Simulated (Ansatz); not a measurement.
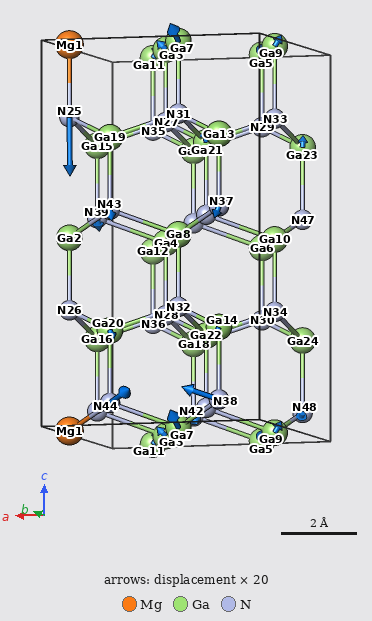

A relaxation of a defect cell of composition MgGa$_{23}$N$_{24}$ (cell charge −1). The starting structure is drawn; blue arrows show the displacements, 20 times their true length.

Style: ball-and-stick. Shown: the cell of the calculation, reduced to other axes, from a free direction. Lengths and directions refer to the drawn axes.

These are results of DFT, PBE, plane-wave PAW, default files, scalar-relativistic (Ansatz 0.2.0), not measurements. Settings: plane-wave cutoff 420 eV; k-point mesh 4 × 3 × 2; occupations fermi dirac; smearing width 0.01 eV; no spin polarisation; atoms relaxed in a fixed cell; force threshold 0.03 eV/Å; at most 40 steps.

### Which element moves most?

Nitrogen: up to 0.080 Å, against 0.037 Å for gallium.

### What happened in the run?

The energy falls by 0.329 eV per cell of the calculation in 3 accepted moves (4 points after the start). Largest force component: 1.8 eV/Å at the start, 0.0047 eV/Å at the end. The line search rejected the trial step at point 3 of the run. The largest moves, 0.080 Å, are those of N atoms. By element the largest moves are N 0.080 Å, Ga 0.037 Å, Mg 0.014 Å. The cell stays as it was. Some distances before and after: Mg–N 1.937 → 2.029 Å, Mg–N 1.946 → 2.014 Å, Ga–N 1.946 → 1.904 Å, Ga–N 1.937 → 1.967 Å. Among the angles between lasting bonds that change: Mg–N–Ga 109.4° → 106.9°, Ga–N–Ga 109.6° → 111.9°, N–Ga–N 109.6° → 111.7°.

Limits of the set-up: the periodic images lie only 6.4 Å apart, so the values are limited by the cell's size; the cell is charged, on a uniform background, and energies carry no finite-size correction.
